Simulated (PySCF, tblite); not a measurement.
# C₅H₅O₃S radical: geometry, infrared bands and EPR parameters

Wanted: the infrared bands and EPR parameters of C₅H₅O₃S radical (`C=C([S]=O)C(=O)CC=O`), by calculation.

Programs: tblite 0.8.0 and PySCF 2.14.0, with density-fitted response routines of our own. Each step states its level of theory. These are calculated values for one molecule in the gas phase, unless marked as measured. Atoms are numbered from 0 throughout.

**1. Starting geometry**

14 atoms, charge 0, multiplicity 2; geometry from: force field or distance geometry start.

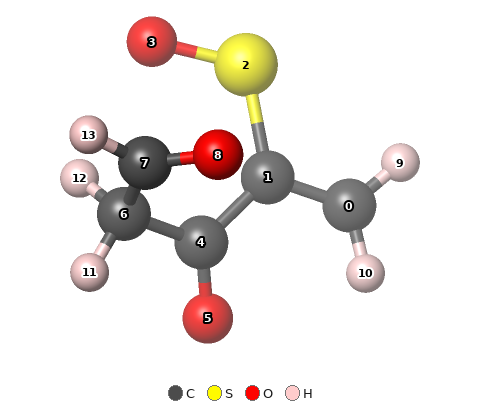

As it starts; carbon dark grey, sulfur yellow, oxygen red, hydrogen pink, atoms numbered; sticks join atoms by distance.

**2. Optimising the geometry with GFN2-xTB**

The job: settings as JSON, then the geometry in Å.

```
{"job": {"kind": "relax", "xc": "GFN2-xTB", "basis": "xTB"}, "charge": 0, "multiplicity": 2}
C      2.244500    -0.725400     0.511000
C      1.168500    -0.242000    -0.164700
S      1.409900     1.198400    -1.199000
O      0.198200     1.567800    -2.016400
C     -0.143800    -0.947300    -0.004300
O     -0.175700    -2.152500     0.254700
C     -1.434100    -0.194000    -0.227200
C     -1.557100     1.085200     0.552800
O     -0.787700     1.420500     1.441800
H      3.213100    -0.265600     0.453600
H      2.145000    -1.599000     1.150100
H     -2.265900    -0.842700     0.101900
H     -1.581500    -0.004900    -1.280000
H     -2.434000     1.701100     0.288900
```

Command:

```
> OMP_NUM_THREADS=1 python probes_run.py task.json out
```

One launch serves the whole session: the jobs run in the order shown.

**Question.** This job is followed by: GFN2-xTB harmonic vibrations, gas phase; UKS B3LYP, pcH-1 on C H O S, non-relativistic, mean-field spin-orbit, GIAO. What will the session give for the following? strongest single infrared mode (GFN2-xTB); zero-point energy (GFN2-xTB); g(iso) (B3LYP); ⟨S²⟩; largest a(iso) (averaged by class); potential on the surface of density 0.002 e/bohr³, 1st and 99th percentile.

As calculated:

| quantity | value |
| --- | --- |
| strongest single infrared mode (GFN2-xTB) | 1738 cm⁻¹, 506 km/mol |
| zero-point energy (GFN2-xTB) | 56.2 kcal/mol |
| g(iso) (B3LYP) | 2.00823 |
| ⟨S²⟩ | 0.760 (exact 0.75) |
| largest a(iso) (averaged by class) | 17O on O3, -31.2 MHz |
| potential on the surface of density 0.002 e/bohr³, 1st and 99th percentile | -1.32 V and 1.39 V |

What this shows: Relaxing lowered the energy by 0.259 eV in 80 steps; the close pair that moved most is S2–O3, from 1.508 to 1.472 Å. No mode is imaginary among the 36: a minimum at this level. The strongest single mode, at 1738 cm⁻¹, moves mainly C4 and O5. Unscaled tight-binding wavenumbers are off by several per cent, some by more. Its intensities can rank the bands wrongly. The largest spin populations lie on S2 (0.53 e), O3 (0.38 e). The isotropic g lies 5.9 ppt above the free-electron value. These values are for one conformer; the search (at its own cheap level) found 2 more, at 0.28, 1.34 kcal/mol, and measured spectra average over such forms.
